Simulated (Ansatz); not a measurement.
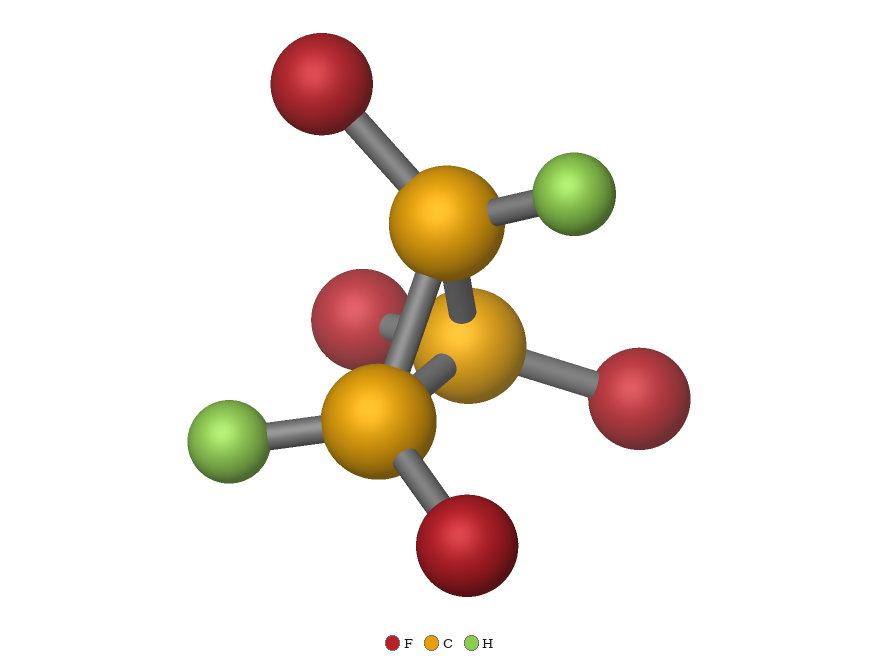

Ball-and-stick drawing of a structure.

The geometry was computed by an optimisation with PBE0-D4/def2-TZVP.

> Give the formula.

C3H2F4, 9 atoms: 3 carbon, 2 hydrogen and 4 fluorine.

> Does it have rings?

Independent rings (smallest set): 1 of 3 members.

The parts below concern this one geometry. Atoms keep their numbers from picture to picture.

**Shape**

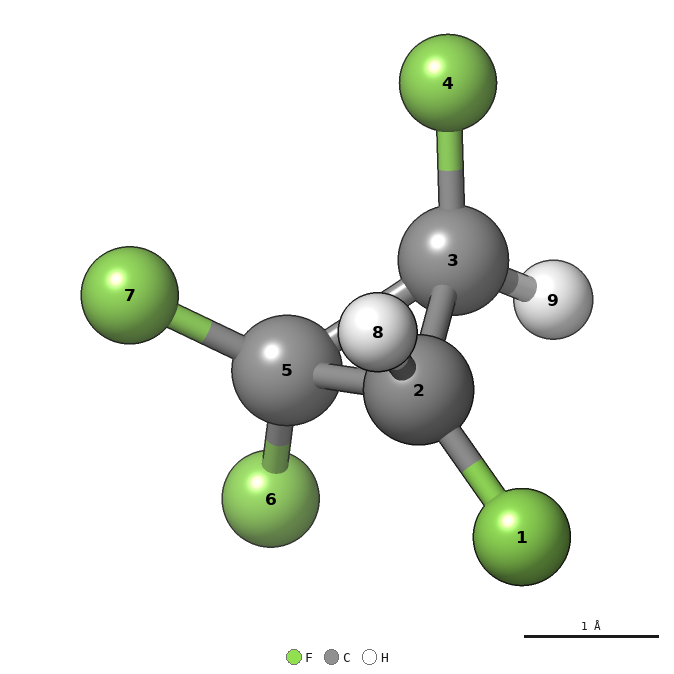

The atoms are numbered.

Which atoms are bonded, and how long are the bonds?

| bond | length (Å) | order |
| --- | --- | --- |
| F1–C2 | 1.348 | single |
| C2–C3 | 1.508 | single |
| C2–C5 | 1.492 | single |
| C2–H8 | 1.087 | single |
| C3–F4 | 1.348 | single |
| C3–C5 | 1.492 | single |
| C3–H9 | 1.087 | single |
| C5–F6 | 1.332 | single |
| C5–F7 | 1.332 | single |

**Thermal motion**

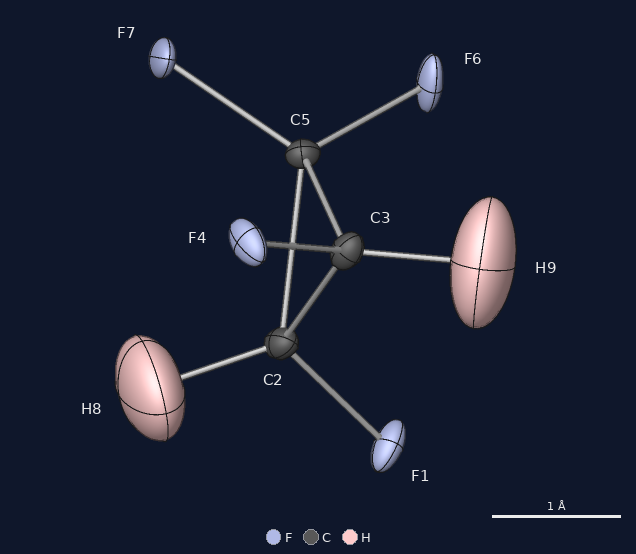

Displacement ellipsoids at the 50 % level, enlarged 2 times, from the internal vibrations of the free molecule (harmonic, no overall translation or rotation; no half-axis is drawn under 0.075 Å). Vibrations computed with RKS PBE0-D4/def2-TZVP (Ansatz 0.2.0). Temperature: 298 K.

> Which atom moves most?

H8, H9, with U_eq = 0.0175 Å².

> Does H9 move more along its bond or across it?

Across it: the root-mean-square amplitude is 0.083 Å along the bond and up to 0.169 Å across, since bending and torsion are softer than stretching.

Give the displacement parameters, one line for each set of equivalent atoms.

```
  atom  U_eq (Å²)   rms amplitudes (Å)
F1, F4     0.0030  0.036, 0.049, 0.074
C2, C3     0.0021  0.039, 0.043, 0.053
    C5     0.0017  0.039, 0.040, 0.045
F6, F7     0.0034  0.032, 0.052, 0.081
H8, H9     0.0175  0.081, 0.132, 0.169
```

**Levels of theory compared**

Program: Ansatz 0.2.0.

Tabulate dipole (D), HOMO–LUMO gap (eV), HOMO energy (eV) at these levels: B3LYP-D4/def2-TZVPP; PBE-D4/def2-TZVPP; r2SCAN-D4/def2-TZVPP; ωB97M-V/def2-TZVPP.

```
               level  dipole (D)  HOMO–LUMO gap (eV)  HOMO energy (eV)
 B3LYP-D4/def2-TZVPP        0.87                8.43             −8.53
   PBE-D4/def2-TZVPP        0.79                6.12             −7.08
r2SCAN-D4/def2-TZVPP        0.82                6.82             −7.41
  ωB97M-V/def2-TZVPP        0.86               13.33            −11.08
```

**Vibrations**

Harmonic vibrations computed with RKS PBE0-D4/def2-TZVP (Ansatz 0.2.0) at a stationary point of the same level.

> List the wavenumbers.

21 modes: 160, 190, 262, 282, 392, 468, 545, 708, 778, 972, 997, 1030, 1068, 1191, 1213, 1291, 1318, 1355, 1561, 3171, 3177 cm⁻¹.
